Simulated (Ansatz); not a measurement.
# Band edges and screening of M₂CO₂ MXenes

How do lattice constant, gap, band edges against the vacuum and out-of-plane screening change with the metal?

Set-up. Ansatz 0.2.0, plane waves with PAW datasets (its set soft_2), PBE with D3(BJ) or D4 dispersion as listed, spin-polarised where a moment is listed. Cell and atoms are relaxed, then single points with 18 Å of vacuum and a dipole correction give the bands along the symmetry path and the vacuum levels; the slope of the dipole p over the fields up to 0.1 V/Å along the normal (atoms held, so electronic screening alone; stronger fields, where run, are left out of the fit) is quoted as p/(ε₀AE), the thickness of a perfect conductor with the same dipole.

Results:

| layer | upper / lower face | dispersion | moment (μB a cell) | a (Å) | gap (eV) | ionisation energy (eV) | affinity (eV) | work function (eV) | vacuum step (eV) | outer atoms apart (Å) | equivalent conductor (Å) |
| --- | --- | --- | --- | --- | --- | --- | --- | --- | --- | --- | --- |
| Cr2CO2 MXene | O / O | D3 | 4.0 | 2.88 | none | - | - | 6.22 | 0.00 | 4.42 | 5.50 |
| Ti2CO2 MXene | O / O | D3 | - | 3.01 | 0.31 | 5.84 | 5.53 | - | 0.00 | 4.43 | 5.43 |
| Mo2CO2 MXene | O / O | D3 | - | 3.07 | none | - | - | 6.32 | 0.00 | 4.48 | 5.49 |
| W2CO2 MXene | O / O | D3 | - | 3.10 | none | - | - | 5.86 | 0.00 | 4.49 | 5.46 |
| Hf2CO2 MXene | O / O | D3 | - | 3.26 | 0.97 | 5.37 | 4.40 | - | 0.00 | 4.63 | 5.53 |
| Zr2CO2 MXene | O / O | D3 | - | 3.29 | 0.95 | 5.38 | 4.43 | - | 0.00 | 4.64 | 5.58 |

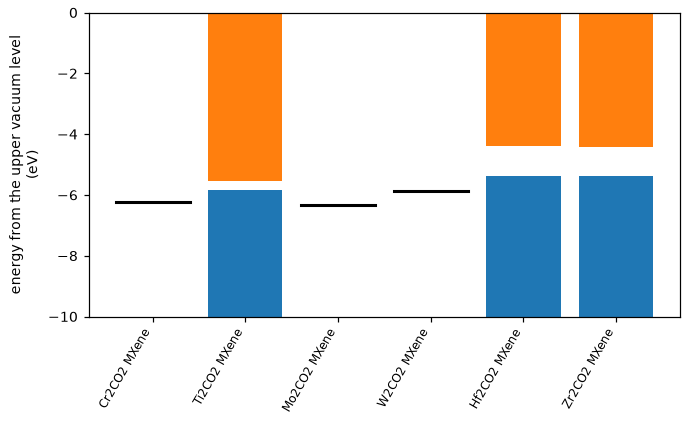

Valence bands (blue), conduction bands (orange) and Fermi levels of gapless layers (black) against the vacuum level above the layer.

**Answer.** The rows are sorted by lattice constant, from 2.88 Å (Cr2CO2 MXene) to 3.29 Å (Zr2CO2 MXene). 3 of the 6 layers have a gap over 0.05 eV, from 0.31 eV (Ti2CO2 MXene) to 0.97 eV (Hf2CO2 MXene). The equivalent conductor thickness less the distance between the outer atoms runs from +0.9 to +1.1 Å. Ionisation energies run from 5.37 eV (Hf2CO2 MXene) to 5.84 eV (Ti2CO2 MXene). The work functions of the gapless layers run from 5.86 eV (W2CO2 MXene) to 6.32 eV (Mo2CO2 MXene). Cr2CO2 MXene keeps a moment.

**Limits.** PBE gaps usually lie under quasiparticle gaps, and spin-orbit coupling and excitons are left out. The layers are built from prototypes, and no phonons were run to test their stability; OH-capped layers and open-shell layers run without spin are not listed. In the rows with elements from Sb on, spin-orbit coupling can change gaps by tenths of an eV. The terminations sit over the metal atoms of the far layer; the site over carbon or nitrogen, which some of these compounds prefer, was not run. Spin-polarised layers come from one ferromagnetic start in the smallest cell, without a Hubbard term, so a missing gap can be the functional's fault. The table is a selection: not every member that was run is listed.
